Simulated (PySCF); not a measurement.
# C5H10Si: electronic excitations at several levels of theory, part 1 of 2

Aim: compute the electronic excitations of C5H10Si (`C=C[SiH2]C(=C)C`) at several levels, and see how far they spread and what each costs.

Programs: PySCF 2.14.0, with density-fitted response routines of our own. Each step states its level of theory. These are calculated values for one molecule in the gas phase, unless marked as measured. Atoms count from 0, in the outputs and in this text.

## 1. The starting structure

16 atoms, charge 0, multiplicity 1; geometry from: GFN2-xTB.

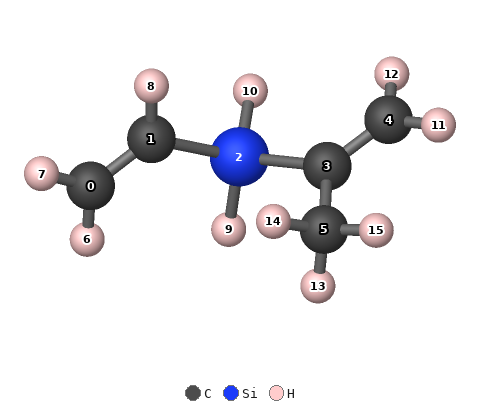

The starting geometry (carbon dark grey, silicon blue, hydrogen pink), atoms numbered.

## 2. Relaxing the molecule at PBE0-D3(BJ)/def2-SVP

Job settings and geometry (Å):

```
{"job": {"xc": "PBE0", "basis": "def2-SVP", "d3": "d3bj", "grid": 1, "kind": "geom"}, "charge": 0, "multiplicity": 1}
C      2.451010     1.359458     0.545782
C      1.364211     0.844487     1.098301
Si     0.643321    -0.852017     0.698978
C     -1.081861    -0.592861    -0.038059
C     -2.174606    -1.111779     0.504374
C     -1.156070     0.243518    -1.280679
H      3.020419     0.817458    -0.192339
H      2.827496     2.340094     0.798219
H      0.835132     1.440390     1.834401
H      1.500939    -1.529913    -0.282439
H      0.543454    -1.649056     1.927614
H     -3.157439    -0.958019     0.081757
H     -2.136769    -1.716245     1.395401
H     -0.565402    -0.213463    -2.073880
H     -0.739456     1.232542    -1.091799
H     -2.181977     0.354351    -1.628467
```

What it wrote:

```text
step   0  E = -485.40510941  max force = 0.016252
step   1  E = -485.40802840  max force = 0.002811
step   2  E = -485.40805953  max force = 0.001053
step   3  E = -485.40811056  max force = 0.000278
step   4  E = -485.40811257  max force = 0.000147
optimisation converged
```

It took 43 s on 1 thread, shared host.

Step by step:

```tsv
step	energy from step 0 (eV)	largest force component (eV/Å)
0	0.0000	0.8357
1	-0.0794	0.1445
2	-0.0803	0.0541
3	-0.0817	0.0143
4	-0.0817	0.0076
```

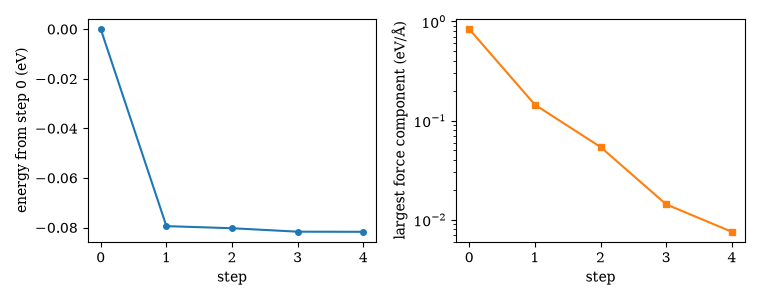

Energy and largest force along the relaxation.

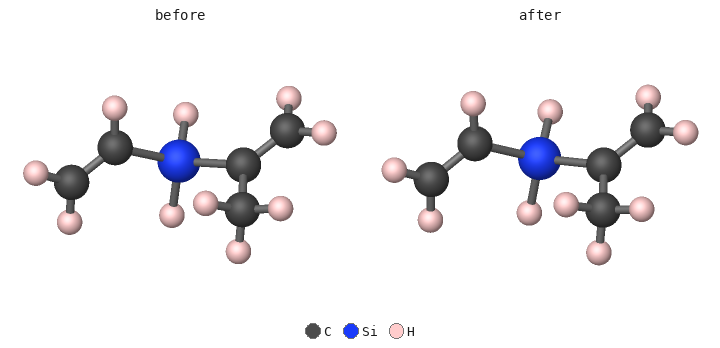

Before and after, at one scale.

Close pairs (by a distance rule), those that changed most:

```tsv
bond	before (Å)	after (Å)	change (Å)
Si2–H9	1.469	1.499	+0.030
Si2–H10	1.468	1.496	+0.028
C0–H6	1.078	1.096	+0.018
C4–H12	1.077	1.095	+0.017
C4–H11	1.081	1.098	+0.017
C0–H7	1.080	1.096	+0.016
C3–C4	1.326	1.341	+0.015
C0–C1	1.323	1.338	+0.015
```

The final coordinates are the input of the step that follows.

```tsv
at the end point	value
point group (found at 0.08 Å tolerance)	C1
rotational constants (GHz, main isotopes)	5.021, 1.640, 1.393
dipole moment (D)	0.85
```

## 3. TDDFT and polarisability: HF/def2-SVPD

Job settings and geometry (Å):

```
{"job": {"kind": "uv", "xc": "HF", "basis": "def2-SVPD", "ip": true}, "charge": 0, "multiplicity": 1}
C      2.355301     1.460984     0.669838
C      1.247751     0.970902     1.239326
Si     0.494102    -0.683626     0.790187
C     -1.196786    -0.442908    -0.001086
C     -2.281842    -0.991363     0.563803
C     -1.272283     0.384359    -1.252001
H      2.910573     0.898701    -0.090058
H      2.763281     2.443050     0.935499
H      0.738980     1.586710     1.993823
H      1.429079    -1.349174    -0.174097
H      0.329701    -1.543351     2.003370
H     -3.282177    -0.860273     0.131237
H     -2.220500    -1.592973     1.476248
H     -0.674345    -0.067356    -2.061729
H     -0.854890     1.391654    -1.086482
H     -2.307346     0.493421    -1.611481
```

With the program's defaults for keys left out, this is: TDDFT HF/def2-SVPD, vertical, gas phase, core orbitals frozen in the response.

What it wrote:

```text
final grid: 121688 points
cycle   1  E = -483.7581727725  dE =  6.931e-01  |g| = 4.018e-01  |ddm| = 4.830e+00
cycle   2  E = -483.8254298174  dE = -6.726e-02  |g| = 1.141e-01  |ddm| = 1.044e+00
cycle   3  E = -483.8312448325  dE = -5.815e-03  |g| = 3.887e-02  |ddm| = 4.246e-01
cycle   4  E = -483.8317352743  dE = -4.904e-04  |g| = 8.462e-03  |ddm| = 1.048e-01
cycle   5  E = -483.8317631435  dE = -2.787e-05  |g| = 2.550e-03  |ddm| = 2.781e-02
cycle   6  E = -483.8317666339  dE = -3.490e-06  |g| = 7.253e-04  |ddm| = 9.629e-03
cycle   7  E = -483.8317669822  dE = -3.483e-07  |g| = 2.256e-04  |ddm| = 3.391e-03
cycle   8  E = -483.8317670154  dE = -3.316e-08  |g| = 6.911e-05  |ddm| = 1.118e-03
cycle   9  E = -483.8317670186  dE = -3.246e-09  |g| = 2.982e-05  |ddm| = 2.776e-04
cycle  10  E = -483.8317670191  dE = -5.066e-10  |g| = 9.544e-06  |ddm| = 1.112e-04
converged SCF energy = -483.8317670191

Static polarisability (au): isotropic 86.951, principal 69.388 76.862 114.604

Singlet excitations
state   eV       nm        f      main configurations
  1   7.0013    177.1   0.86286   H->L+2 0.22, H->L+5 0.17, H->L+1 0.12
  2   7.2287    171.5   0.03663   H-1->L+1 0.26, H-1->L+2 0.24, H->L+5 0.10
  3   7.4433    166.6   0.10034   H-2->L+2 0.20, H-2->L+1 0.14
  4   7.7162    160.7   0.01309   H->L 0.21, H-2->L+5 0.11, H->L+1 0.08
  5   7.8147    158.7   0.01817   H->L 0.39, H->L+2 0.08
  6   8.0461    154.1   0.05507   H-1->L 0.31, H-1->L+1 0.28, H-1->L+4 0.13
  7   8.7916    141.0   0.01052   H->L+1 0.22, H->L+6 0.13, H->L+8 0.10
  8   8.8984    139.3   0.00003   H-1->L+4 0.37, H-1->L+6 0.13, H-1->L+2 0.12
  9   8.9495    138.5   0.00928   H->L+6 0.42, H->L+5 0.10, H->L+3 0.09
 10   9.0896    136.4   0.01649   H->L+4 0.34, H->L+7 0.21, H->L+8 0.13

Triplet excitations (Tamm-Dancoff, eV): 3.5261 3.5569 6.7380 6.8981
Vertical ionisation energy (delta-SCF) = 8.2346 eV
```

Run time: 34 s. Hardware: 1 thread, shared host.

The orbitals next to the gap, with their largest atomic shares:

```tsv
orbital	eV	atoms
HOMO−3	-12.38	C1 26 %, Si2 22 %, C0 10 %
HOMO−2	-11.86	C3 25 %, Si2 19 %, C1 13 %
HOMO−1	-10.30	C1 37 %, C0 35 %, Si2 7 %
HOMO	-9.86	C4 36 %, C3 36 %, C5 7 %
LUMO	2.57	Si2 26 %, C4 14 %, C5 11 %
LUMO+1	3.01	C0 30 %, C1 14 %, H7 11 %
LUMO+2	3.14	C0 17 %, C4 16 %, C1 9 %
```

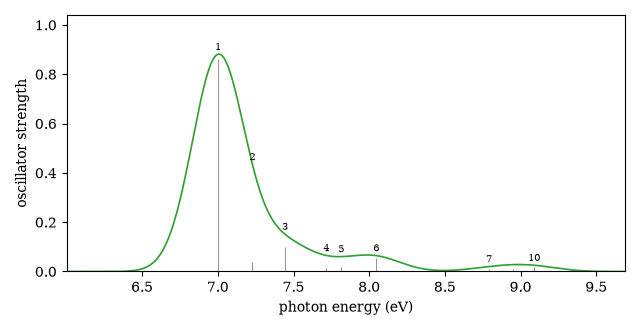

Absorption spectrum from the 10 singlet states computed; above the last one it falls off for lack of states. Lines are broadened to a width of 0.40 eV (Gaussian).

Further results of this job:

```tsv
property	computed
dipole moment (D)	0.82
polarisability (Å³)	12.88
HOMO–LUMO gap (eV)	12.42
−ε(HOMO) (eV)	9.86
```

## 4. Excited states and response: LDA/def2-SVPD

Settings changed since step 3:

```diff
@@ -1,2 +1,2 @@
-{"job": {"kind": "uv", "xc": "HF", "basis": "def2-SVPD", "ip": true}, "charge": 0, "multiplicity": 1}
+{"job": {"kind": "uv", "xc": "LDA", "basis": "def2-SVPD", "ip": true}, "charge": 0, "multiplicity": 1}
 C      2.355301     1.460984     0.669838
```

Level: TDDFT LDA/def2-SVPD, vertical, gas phase, core orbitals frozen in the response.

What it wrote:

```text
coarse grid: 13256 points
cycle   1  E = -482.5585802746  dE =  1.664e-01  |g| = 5.940e-01  |ddm| = 6.117e+00
cycle   2  E = -482.3925725517  dE =  1.660e-01  |g| = 9.598e-01  |ddm| = 2.396e+00
cycle   3  E = -482.6547405973  dE = -2.622e-01  |g| = 1.555e-01  |ddm| = 1.648e+00
cycle   4  E = -482.6597670334  dE = -5.026e-03  |g| = 8.252e-02  |ddm| = 3.225e-01
cycle   5  E = -482.6616189840  dE = -1.852e-03  |g| = 1.647e-02  |ddm| = 1.223e-01
cycle   6  E = -482.6617071012  dE = -8.812e-05  |g| = 4.703e-03  |ddm| = 3.929e-02
cycle   7  E = -482.6617127609  dE = -5.660e-06  |g| = 1.617e-03  |ddm| = 1.096e-02
final grid: 121688 points
cycle   8  E = -482.7551284694  dE = -3.794e-05  |g| = 5.072e-03  |ddm| = 1.410e-01
cycle   9  E = -482.7551014823  dE =  2.699e-05  |g| = 1.091e-02  |ddm| = 2.325e-02
cycle  10  E = -482.7551346788  dE = -3.320e-05  |g| = 2.043e-03  |ddm| = 1.602e-02
cycle  11  E = -482.7551357933  dE = -1.114e-06  |g| = 2.353e-04  |ddm| = 2.612e-03
cycle  12  E = -482.7551358046  dE = -1.126e-08  |g| = 1.386e-04  |ddm| = 7.352e-04
cycle  13  E = -482.7551358094  dE = -4.803e-09  |g| = 5.678e-05  |ddm| = 2.456e-04
cycle  14  E = -482.7551358102  dE = -8.243e-10  |g| = 1.522e-05  |ddm| = 8.358e-05
converged SCF energy = -482.7551358102

Static polarisability (au): isotropic 95.288, principal 76.061 86.673 123.130

Singlet excitations
state   eV       nm        f      main configurations
  1   4.8661    254.8   0.00930   H->L 0.85, H->L+1 0.14
  2   5.4918    225.8   0.04307   H-1->L 0.60, H-1->L+1 0.28
  3   5.7411    216.0   0.02005   H-2->L 0.51, H-1->L+1 0.40
  4   5.9998    206.6   0.00361   H-3->L 0.46, H-2->L 0.23, H-2->L+1 0.10
  5   6.2791    197.5   0.03976   H-4->L 0.53, H-3->L 0.23, H-2->L+1 0.11
  6   6.3689    194.7   0.08561   H-2->L+1 0.57, H-4->L 0.18
  7   6.4740    191.5   0.10041   H->L+2 0.63, H->L+1 0.15
  8   6.5235    190.1   0.11997   H->L+2 0.35, H-3->L+1 0.27, H->L+1 0.16
  9   6.7467    183.8   0.01002   H->L+3 0.41, H-3->L+1 0.22, H-4->L+1 0.15
 10   6.8329    181.5   0.00610   H->L+3 0.36, H-4->L+1 0.30, H-1->L+2 0.17

Triplet excitations (Tamm-Dancoff, eV): 4.3760 4.5081 4.9383 5.3642
Vertical ionisation energy (delta-SCF) = 9.3459 eV
Vertical electron affinity (delta-SCF) = -0.6163 eV
```

Run time: 2.4 min. Hardware: 1 thread, shared host.

This run: HOMO -6.54 eV, LUMO -1.81 eV; lowest singlet 4.87 eV.

## 5. TDDFT and polarisability: PBE/def2-SVPD

Settings changed since step 4:

```diff
@@ -1,2 +1,2 @@
-{"job": {"kind": "uv", "xc": "LDA", "basis": "def2-SVPD", "ip": true}, "charge": 0, "multiplicity": 1}
+{"job": {"kind": "uv", "xc": "PBE", "basis": "def2-SVPD", "ip": true}, "charge": 0, "multiplicity": 1}
 C      2.355301     1.460984     0.669838
```

With the program's defaults for keys left out, this is: TDDFT PBE/def2-SVPD, vertical, gas phase, core orbitals frozen in the response.

What it wrote:

```text
coarse grid: 13256 points
cycle   1  E = -485.1604300292  dE =  1.693e-01  |g| = 5.670e-01  |ddm| = 5.911e+00
cycle   2  E = -485.0232779812  dE =  1.372e-01  |g| = 8.881e-01  |ddm| = 2.315e+00
cycle   3  E = -485.2495592767  dE = -2.263e-01  |g| = 1.414e-01  |ddm| = 1.532e+00
cycle   4  E = -485.2536617995  dE = -4.103e-03  |g| = 7.740e-02  |ddm| = 2.987e-01
cycle   5  E = -485.2553103165  dE = -1.649e-03  |g| = 1.396e-02  |ddm| = 1.126e-01
cycle   6  E = -485.2553722838  dE = -6.197e-05  |g| = 4.370e-03  |ddm| = 3.378e-02
cycle   7  E = -485.2553771609  dE = -4.877e-06  |g| = 1.567e-03  |ddm| = 1.014e-02
final grid: 121688 points
cycle   8  E = -485.3453872565  dE = -1.960e-05  |g| = 1.268e-02  |ddm| = 1.379e-01
cycle   9  E = -485.3453008411  dE =  8.642e-05  |g| = 2.145e-02  |ddm| = 4.797e-02
cycle  10  E = -485.3454270557  dE = -1.262e-04  |g| = 4.615e-03  |ddm| = 3.298e-02
cycle  11  E = -485.3454329461  dE = -5.890e-06  |g| = 3.930e-04  |ddm| = 5.918e-03
cycle  12  E = -485.3454329872  dE = -4.106e-08  |g| = 1.852e-04  |ddm| = 1.170e-03
cycle  13  E = -485.3454329960  dE = -8.842e-09  |g| = 7.284e-05  |ddm| = 3.054e-04
cycle  14  E = -485.3454329975  dE = -1.467e-09  |g| = 1.051e-05  |ddm| = 1.211e-04
cycle  15  E = -485.3454329975  dE = -3.263e-11  |g| = 2.226e-06  |ddm| = 3.175e-05
converged SCF energy = -485.3454329975

Static polarisability (au): isotropic 93.655, principal 74.638 85.000 121.327

Singlet excitations
state   eV       nm        f      main configurations
  1   4.9449    250.7   0.01018   H->L 0.84, H->L+1 0.15
  2   5.5568    223.1   0.03578   H-1->L 0.54, H-1->L+1 0.39
  3   5.8473    212.0   0.03325   H-2->L 0.57, H-1->L+1 0.30
  4   6.1420    201.9   0.00452   H-3->L 0.47, H-2->L 0.21, H-2->L+1 0.12
  5   6.4426    192.4   0.03606   H-2->L+1 0.33, H-4->L 0.29, H-3->L 0.24
  6   6.4690    191.7   0.03755   H->L+2 0.86
  7   6.5054    190.6   0.11476   H-4->L 0.40, H-2->L+1 0.33
  8   6.6075    187.6   0.18994   H->L+1 0.29, H-3->L+1 0.25, H-4->L 0.13
  9   6.7989    182.4   0.01802   H->L+3 0.74, H-3->L+1 0.16
 10   6.8263    181.6   0.00408   H-1->L+2 0.94

Triplet excitations (Tamm-Dancoff, eV): 4.1946 4.2857 4.9583 5.3836
Vertical ionisation energy (delta-SCF) = 9.1857 eV
Vertical electron affinity (delta-SCF) = -0.7931 eV
```

Wall time 4.4 min (1 thread, shared host).

Key values: HOMO -6.40 eV, LUMO -1.59 eV; lowest singlet 4.94 eV.

(Continued in part 2 of 2.)
